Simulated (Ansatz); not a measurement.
# LiNbO3 (R3c): how G0W0 depends on its starting point, part 2 of 2

One-shot GW is not self-consistent; how far does the start matter for LiNbO3 (R3c)?

Ansatz 0.2.0; G0W0 on several functionals, plane waves, PAW. Known limits of the many-body steps: not at the basis limit; no spin-orbit coupling.

So far. Step 3 (G0W0 on PBE): Against the run with 4×4×4 mesh, 241 empty bands, screening to 100 eV, PAW set soft_1 files on LDA, the gap moves by −0.06 eV, while the start moved by +0.06 eV. Step 4 (G0W0 on r2SCAN): Against the run with 4×4×4 mesh, 241 empty bands, screening to 100 eV, PAW set soft_1 files on PBE, the gap moves by +0.09 eV, while the start moved by +0.42 eV.

In doubt: masses and optical values from hybrid runs of this build are listed as unsure (steps 5, 6, 7), which bears on the screening that GW takes from such a start.

## (5) G0W0 on HSE06

This step: G0W0 on HSE06, plane waves, PAW; PAW set soft_1.

File input.yaml:

```yaml
crystal:
  lattice:
    - [2.5758, 1.4871388234, 4.623]
    - [-2.5758, 1.4871388234, 4.623]
    - [0.0, -2.9742776468, 4.623]
  atoms:
    - { symbol: Li, position: [0.2815, 0.2815, 0.2815] }
    - { symbol: Li, position: [0.7815, 0.7815, 0.7815] }
    - { symbol: Nb, position: [5.5e-05, 5.5e-05, 5.5e-05] }
    - { symbol: Nb, position: [0.500055, 0.500055, 0.500055] }
    - { symbol: O, position: [0.11231, 0.35836, 0.71959] }
    - { symbol: O, position: [0.71959, 0.11231, 0.35836] }
    - { symbol: O, position: [0.35836, 0.71959, 0.11231] }
    - { symbol: O, position: [0.21959, 0.85836, 0.61231] }
    - { symbol: O, position: [0.85836, 0.61231, 0.21959] }
    - { symbol: O, position: [0.61231, 0.21959, 0.85836] }
kpoints:
  mp_grid: { grid: [4, 4, 4] }
hamiltonian:
  xc: hse06
  pseudopotentials: { kind: paw, azcp: { folder: soft_1 } }
scf:
  occupations: { method: fixed }
gw:
  n_empty_bands: 241
  ecut_chi: 100
  qp_bands: [v3, c3]
  qp_kpoints: band_edges
  screening: { model: contour_deformation }
```

Run with:

```bash
ansatz run input.yaml --threads 3 --pin off --max-ram 92160MiB --backend cuda --events-out ev --progress --plain --runs-dir out --devices 1 --max-vram 13GiB
```

Numbers of over 12 decimals in the logs are rounded to 6 here.

The program printed:

```text
GPUs: using 1 of 1 available (devices: 1).
[...]
davidson cushion auto → on  (no smearing: the cushion is to keep the highest requested band from converging to the state above it; pin scf.eigensolver.cushion to override)
[...]
GPU FFT provider: cuFFT
GPU libraries: cuBLAS 13.8.2, cuFFT 12.4.0, cuSOLVER 12.3.4
Crystal: 10 atoms, lattice volume = 106.252 Å³
Basis set: ecut = 420 eV, 2091 PW (Γ)
[...]
1    32      5.6846   -25.7470     4.2992   -21.6982  0.7742     5.9343     5.9350  root
     1    33      5.9099   -25.5134     4.3099   -21.4525  0.7727     6.1582     6.1589  root
[...]
12    34      5.7785   -25.6108     4.3257   -21.5343  0.7726     6.0270     6.0277  root
    12    35     12.3613   -13.3914    -4.8744   -19.0790  0.7976    13.1819    13.1746  root
    12    36     12.3613   -13.3914    -4.8744   -19.0790  0.7976    13.1819    13.1746  root
    12    37     12.5671   -14.2553    -4.8122   -19.9767  0.7930    13.4857    13.4762  root
[key lines of the parts left out:]
Free energy (F): -12932.672287 eV
Fermi energy:    6.124816 eV
```

Wall time 49 s (1 × NVIDIA H100 80GB HBM3 (shared by 6 runs) with 3 threads of AMD EPYC 7R13 (Zen 3), shared host); peak memory 1.8 GiB.

Numbers from this step:

```yaml
bands_summed: 275
rpa_eps_infinity_on_this_mesh_eigenvalues: 3.898, 4.074, 4.074
plane_waves_in_the_screening_matrix: 247
g0w0_gap_on_the_mesh: 5.608 eV
k_of_the_valence_top: 0, 0, 0
k_of_the_conduction_bottom: 0, 0.25, -0.5
starting_gap_on_the_mesh: 5.067 eV
least_direct_g0w0_gap_on_the_computed_points: 5.614 eV
```

Against the run with 4×4×4 mesh, 241 empty bands, screening to 100 eV, PAW set soft_1 files on r2SCAN, the gap moves by +0.38 eV, while the start moved by +1.03 eV.

## (6) G0W0 on PBE0

This step: G0W0 on PBE0, plane waves, PAW; PAW set soft_1.

Changes to input.yaml since step 5:

```diff
@@ -19,3 +19,3 @@
 hamiltonian:
-  xc: hse06
+  xc: pbe0
   pseudopotentials: { kind: paw, azcp: { folder: soft_1 } }
```

The program printed:

```text
GPUs: using 1 of 1 available (devices: 1).
[...]
GPU FFT provider: cuFFT
GPU libraries: cuBLAS 13.8.2, cuFFT 12.4.0, cuSOLVER 12.3.4
Crystal: 10 atoms, lattice volume = 106.252 Å³
Basis set: ecut = 420 eV, 2091 PW (Γ)
Bands: 44, of which v1, the nominal top of the filled ones, is band 34 counted from 1 (33 counted from 0)
Symmetry: 6 space group operations
[...]
k-points: 13 of 64 (time reversal used)
[...]
1    32      5.2891   -25.7561     4.1554   -22.1109  0.7873     5.7970     5.7994  root
     1    33      5.5127   -25.5178     4.1702   -21.8587  0.7858     6.0214     6.0239  root
[...]
12    34      5.3843   -25.6153     4.1853   -21.9371  0.7858     5.8889     5.8914  root
    12    35     12.7410   -13.3653    -4.7295   -18.6545  0.8100    13.3036    13.3008  root
    12    36     12.7410   -13.3653    -4.7295   -18.6545  0.8100    13.3036    13.3008  root
    12    37     12.9536   -14.2383    -4.6658   -19.5578  0.8058    13.6113    13.6073  root
[key lines of the parts left out:]
Free energy (F): -12932.602903 eV
Fermi energy:    5.732768 eV
```

The job ended after 55 s (1 × NVIDIA H100 80GB HBM3 (shared by 6 runs) with 3 threads; peak memory 1.8 GiB).

This step gave:

```
bands summed                                 : 275
RPA ε∞ on this mesh (eigenvalues)            : 3.669, 3.833, 3.833
plane waves in the screening matrix          : 247
G0W0 gap on the mesh                         : 5.847 eV
k of the valence top                         : 0, 0, 0
k of the conduction bottom                   : 0, 0.25, -0.5
starting gap on the mesh                     : 5.826 eV
least direct G0W0 gap on the computed points : 5.853 eV
```

Against the run with 4×4×4 mesh, 241 empty bands, screening to 100 eV, PAW set soft_1 files on HSE06, the gap moves by +0.24 eV, while the start moved by +0.76 eV.

## (7) G0W0 on Hartree-Fock

This step: G0W0 on Hartree-Fock, plane waves, PAW; PAW set soft_1.

Changes to input.yaml since step 6:

```diff
@@ -19,3 +19,3 @@
 hamiltonian:
-  xc: pbe0
+  xc: hf
   pseudopotentials: { kind: paw, azcp: { folder: soft_1 } }
```

The program printed:

```text
GPUs: using 1 of 1 available (devices: 1).
[...]
GPU FFT provider: cuFFT
GPU libraries: cuBLAS 13.8.2, cuFFT 12.4.0, cuSOLVER 12.3.4
Crystal: 10 atoms, lattice volume = 106.252 Å³
Basis set: ecut = 420 eV, 2091 PW (Γ)
Bands: 44, of which v1, the nominal top of the filled ones, is band 34 counted from 1 (33 counted from 0)
Symmetry: 6 space group operations
[...]
k-points: 13 of 64 (time reversal used)
[...]
1    32      1.7483   -26.0451     3.1070   -26.0341  0.8778     4.8177     4.8443  root
     1    33      2.0077   -25.7868     3.1281   -25.7778  0.8769     5.0994     5.1268  root
[...]
12    34      1.8282   -25.8670     3.1350   -25.8565  0.8769     4.9251     4.9526  root
    12    35     17.2594   -11.9937    -3.5573   -12.0007  0.8923    13.7407    13.7091  root
    12    36     17.2594   -11.9937    -3.5573   -12.0007  0.8923    13.7407    13.7091  root
    12    37     17.5155   -12.8584    -3.5249   -12.8642  0.8899    14.0277    13.9963  root
[key lines of the parts left out:]
Free energy (F): -12781.542308 eV
Fermi energy:    2.252807 eV
```

The job ended after 62 s (1 × NVIDIA H100 80GB HBM3 (shared by 6 runs) with 3 threads; peak memory 1.9 GiB).

This step gave:

| Item | Value |
| --- | --- |
| bands summed | 275 |
| RPA ε∞ on this mesh (eigenvalues) | 2.231, 2.301, 2.301 |
| plane waves in the screening matrix | 247 |
| G0W0 gap on the mesh | 7.032 eV |
| k of the valence top | 0, 0, 0 |
| k of the conduction bottom | 0, 0, 0 |
| starting gap on the mesh | 13.62 eV |
| least direct G0W0 gap on the computed points | 7.032 eV |

Against the run with 4×4×4 mesh, 241 empty bands, screening to 100 eV, PAW set soft_1 files on PBE0, the gap moves by +1.18 eV, while the start moved by +7.79 eV.

## (8) Side by side

All on the 4×4×4 mesh with 241 empty bands and screening to 100 eV. Times are wall times on 1 × NVIDIA H100 80GB HBM3 (shared by 6 runs) with 3 threads of AMD EPYC 7R13 (Zen 3), shared host, good to a factor of about two.

```
       start  starting gap (eV)  shift (eV)  G0W0 gap (eV)  RPA ε∞ (harmonic mean)  Z (valence, conduction)  time
         LDA               3.56       +1.64           5.20                    5.23               0.73, 0.78  14 s
         PBE               3.62       +1.51           5.13                    5.10               0.74, 0.78  22 s
      r2SCAN               4.04       +1.19           5.22                    4.61               0.75, 0.79  19 s
       HSE06               5.07       +0.54           5.61                    4.01               0.77, 0.81  49 s
        PBE0               5.83       +0.02           5.85                    3.78               0.79, 0.82  55 s
Hartree-Fock              13.62       −6.59           7.03                    2.28               0.88, 0.90  62 s
```

How the two edges are built up, in eV (the quasiparticle level is the starting level plus Σx plus Σc less Vxc):

```
   run               edge  start      Σx     Σc     Vxc     Z     QP
   LDA        valence top   6.86  -25.69   4.65  -20.80  0.73   6.62
   LDA  conduction bottom  10.42  -13.64  -4.87  -19.90  0.78  11.81
   PBE        valence top   7.23  -25.79   4.73  -20.68  0.74   6.85
   PBE  conduction bottom  10.85  -13.72  -4.80  -19.66  0.78  11.99
r2SCAN        valence top   6.84  -25.82   4.58  -21.14  0.75   6.74
r2SCAN  conduction bottom  10.87  -13.65  -4.77  -19.51  0.79  11.96
 HSE06        valence top   6.12  -25.83   4.31  -21.80  0.77   6.41
 HSE06  conduction bottom  11.19  -13.21  -4.60  -18.64  0.81  12.01
```

For a hybrid start, Vxc holds its share of exact exchange.

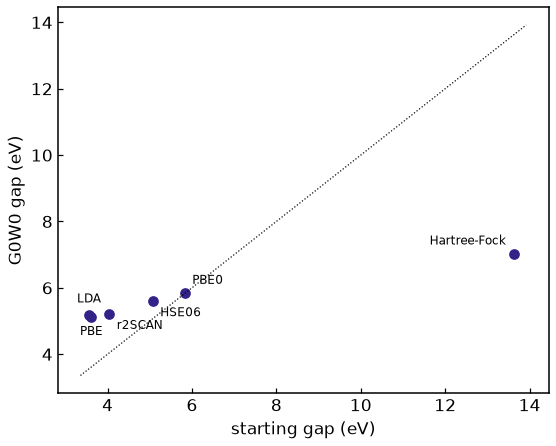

G0W0 gap against starting gap; on the dotted line the correction would vanish.

## (9) Results

```yaml
g0w0_lda: 5.20 eV (start 3.56 eV)
g0w0_pbe: 5.13 eV (start 3.62 eV)
g0w0_r2scan: 5.22 eV (start 4.04 eV)
g0w0_hse06: 5.61 eV (start 5.07 eV)
g0w0_pbe0: 5.85 eV (start 5.83 eV)
g0w0_hartree_fock: 7.03 eV (start 13.62 eV)
known_limits: not at the basis limit; no spin-orbit coupling
```

In words: The starting gaps span 10.06 eV and the G0W0 gaps 1.90 eV. Between LDA and Hartree-Fock, 1.84 eV of the 10.06 eV survives, 18 %. The order is not kept throughout: PBE starts 0.06 eV above LDA and ends 0.06 eV below it, so orbitals matter beside the gap. Hartree-Fock screens less than LDA (ε∞ 2.28 against 5.23). Of the 1.84 eV by which its G0W0 gap is higher, the correlation part gives +2.90 eV, and exchange with the one-particle terms, which follow the orbitals, −1.06 eV. On Hartree-Fock the correction is negative: that start lies above its own G0W0 value. The smallest correction, +0.02 eV, is on PBE0, the start nearest to reproducing itself. Bands and cutoff are finite, so the gap is not at the basis limit. The miss can reach some tenths of an eV and take either sign; the mesh is an error of its own. The many-body steps are scalar-relativistic: spin-orbit coupling is not in them.

[Paths, hosts, dates, memory and timing lines, banners, echoed tables and standing remarks are left out of the program output.]

[Logs are printed without paths, hosts, clocks, repeated set-up lines and the standing remarks that a program may print on its own settings, such as how far it seeks lower states.]

[Runs of the session that timed out or met a known fault of the program may be left out.]

[Cells called generated may have been cut or substituted from an entry of the Crystallography Open Database or the Materials Project.]

[Hosts, paths, dates, database ids (printed as entryN), source tags and the programs' standing remarks are cut or masked in the printed files.]
